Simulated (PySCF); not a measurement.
## Electronic structure of ClHNSi2 (charge −1) in real space

Input file:

```
# [SiH-2][N+]#[Si]Cl
import pyscf.grad
from pyscf import gto, dft

molecule = gto.M(
    atom=[
    ('Cl', (-2.234675, -1.055571, 0.874325)),
    ('N', (-0.971630, 1.279405, 2.574555)),
    ('Si', (-1.022031, -0.359132, 2.717282)),
    ('Si', (-1.034387, 2.952899, 2.665281)),
    ('H', (0.265760, 3.318833, 1.867966)),
],
    verbose=3,
    basis='def2-tzvpd',
    max_memory=3720,
    spin=0,
    charge=-1,
)

ks = dft.RKS(molecule)
ks.xc = 'pbe0'
ks = ks.density_fit(auxbasis='def2-universal-jkfit')
ks.grids.level = 3
ks.max_cycle = 100
ks.conv_tol = 1e-09
ks.kernel()
if not ks.converged:
    ks = ks.newton().run(ks.mo_coeff, ks.mo_occ)

energy = ks.e_tot
print('E = %.10f Eh' % energy)
grad = ks.Gradients().kernel()
ks.analyze()
```

Command:

```sh
OMP_NUM_THREADS=2 python input.py
```

Geometry: B3LYP-D3(BJ)/def2-SVPD.

All numbers below come from Gaussian-basis quantum chemistry of an isolated molecule with PySCF, energy and nuclear gradient, functional PBE0 (PySCF).

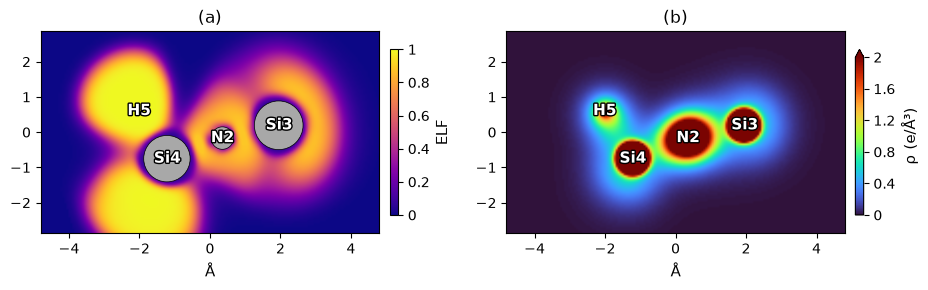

Figure 1. (a) ELF; (b) total electron density on the plane of atoms N2, Si4 and H5. Grey discs cover the atomic cores in the ELF map.

> Read the bonding off the picture.

Atoms in the plane: N, Si and H.
Si–N (1.65 Å): ρ at the midpoint is about 1.2 e/Å³; the ELF peaks at about 0.90 between the atoms; a short, strongly polar bond.
Si–H (1.57 Å): ρ is about 0.69 e/Å³ halfway; the ELF climbs to about 1 towards the hydrogen, as it does in any bond to H.
The ELF also peaks beside Si4 and Si3, away from the bonds: lone-pair regions.

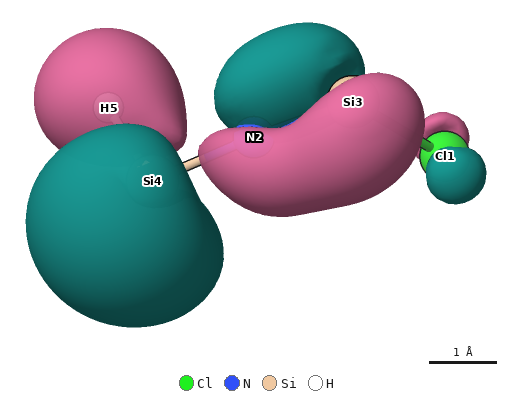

Figure 2. The HOMO at ±0.08 Å⁻³ᐟ² (teal and pink are the two phases), seen from one side.

> Where does this orbital lie, and at what energy?

By Hirshfeld shares it lies mainly on Si4 (about 55 %), H5 (about 15 %), N2 (about 15 %) and Si3 (about 15 %). Its energy is −1.51 eV.

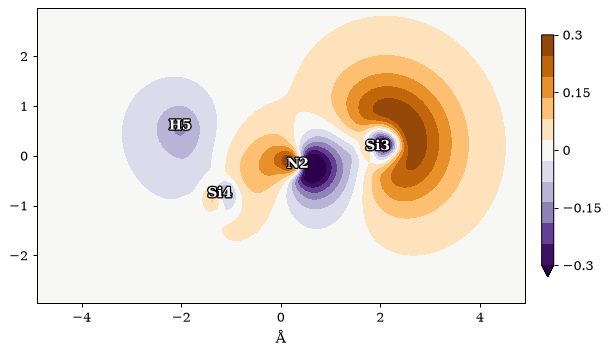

Figure 3. The HOMO−1 on the plane of atoms N2, Si4 and H5 (values in Å⁻³ᐟ²; the overall sign is arbitrary).

> Describe this orbital and give its energy.

Its weight (Hirshfeld) is mainly on Si3 (about 50 %), Cl1 (about 20 %), N2 (about 15 %) and Si4 (about 10 %). Its energy is −2.30 eV.
